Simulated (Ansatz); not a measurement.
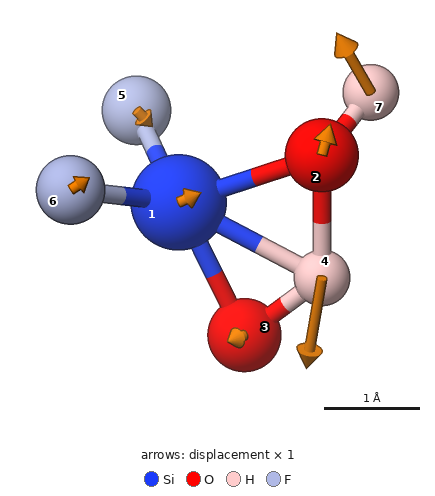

A relaxation of SiH2O2F2 (started from a transition state, displaced along its imaginary mode). The starting structure is drawn; orange arrows show the displacements, at their true length. The two geometries are superimposed by the best rigid fit.

The picture is a ball-and-stick view, seen face on.

Theory: Ansatz, RKS PBE0-D4/def2-TZVP.

Input file:
```yaml
crystal:
  periodic: [false, false, false]
  atoms:
    - {symbol: Si, position_ang: [-0.364419, 0.069856, 0.473524]}
    - {symbol: O, position_ang: [1.010918, -0.195536, -0.477604]}
    - {symbol: O, position_ang: [-1.137182, -0.829463, -0.580521]}
    - {symbol: H, position_ang: [-0.133919, -0.776691, -0.991999]}
    - {symbol: F, position_ang: [-0.621558, 1.622966, 0.591266]}
    - {symbol: F, position_ang: [-0.161732, -0.417239, 1.960887]}
    - {symbol: H, position_ang: [1.407893, 0.526107, -0.975454]}
basis:
  gaussian: {orbitals: def2-TZVP}
hamiltonian: {xc: pbe0, dispersion: d4}
relax: {f_tol: 0.005, max_steps: 200}
```

Command:
```bash
ansatz run in.yaml --threads 4 --pin off --events-out ev --progress --plain --max-ram 9574MiB
```

Question: Which element moves most?

Answer: Hydrogen: up to 1.13 Å, against 0.35 Å for oxygen.

Question: What happened in the run?

Answer: The largest move after the best rigid fit is that of H4, 1.13 Å. Largest moves by element: H 1.13 Å, O 0.35 Å, Si 0.28 Å, F 0.27 Å. Among the contacts that change: O2–H4 1.383 → 2.806 Å, Si1–H4 1.708 → 2.232 Å, O3–H4 1.086 → 0.957 Å, Si1–O2 1.693 → 1.616 Å. Bond angles that change, for instance: Si1–O3–H4 76.9° → 118.7°, O2–Si1–O3 86.2° → 110.0°, O3–Si1–F6 120.9° → 107.1°. Groups turn about Si1–O2 by about 55°, Si1–O3 by about 35°. After 15 accepted moves (18 points after the start) the energy has fallen by 163.2 kJ/mol. The largest force component goes from 2.4 to 0.0047 eV/Å. The line search rejected the trial steps at points 9, 15, 17 of the run. The forces were under the threshold at step 16, but the run went on from there. Cost: 29 s on 4 threads of Arm Neoverse V2 (shared host).
